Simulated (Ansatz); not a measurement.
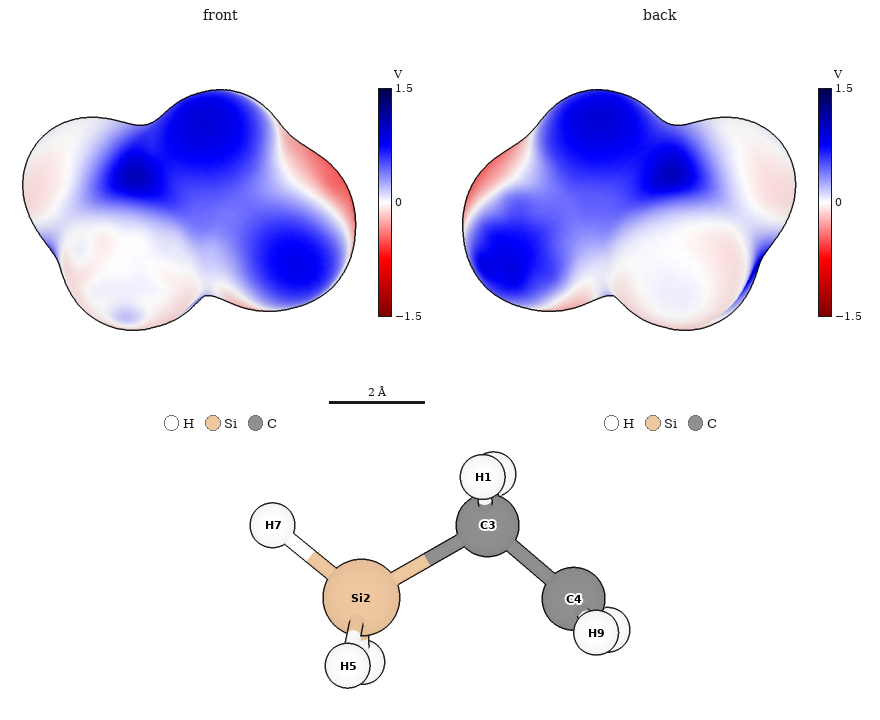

*C2H7Si (doublet). The molecular electrostatic potential painted on the density surface at 0.002 e/bohr³, seen from the front and from behind; the colour scale runs from red (negative) to blue (positive). The bare structure is drawn below in the same view.*

The product side of a reaction path; geometry: PBE0-D4/def2-TZVP.

Method: UKS PBE0-D4/def2-TZVPP (Ansatz 0.2.0).

Input

```
crystal:
  periodic: [false, false, false]
  atoms:
    - {symbol: H, position_ang: [-1.353695, 0.773634, 0.548365]}
    - {symbol: Si, position_ang: [1.002803, 0.798338, -0.143493]}
    - {symbol: C, position_ang: [-0.575103, 0.003865, 0.546376]}
    - {symbol: C, position_ang: [-0.946979, -1.160955, -0.273525]}
    - {symbol: H, position_ang: [0.771388, 1.234133, -1.545757]}
    - {symbol: H, position_ang: [2.111222, -0.192065, -0.125276]}
    - {symbol: H, position_ang: [1.407261, 1.983783, 0.665488]}
    - {symbol: H, position_ang: [-0.374200, -0.270252, 1.587113]}
    - {symbol: H, position_ang: [-1.534399, -1.038139, -1.174092]}
    - {symbol: H, position_ang: [-0.508196, -2.132243, -0.085299]}
basis:
  gaussian: {orbitals: def2-TZVPP}
magnetization: {spin_polarized: true, initial_magnetization: 1}
hamiltonian: {xc: pbe0, dispersion: d4}
output: {orbitals: {seedname: orbitals}}
```

Launched as:

```sh
ansatz run in.yaml --threads 4 --pin off --events-out ev --progress --plain --max-ram 9574MiB
```

Q: Which sites attract a positive test charge, and which a negative one?

A: A positive charge is drawn to the negative regions and a negative charge to the positive ones. The most negative region (about −0.5 V) lies over the π face of C4, the most positive (about +1.0 V) over Si2.
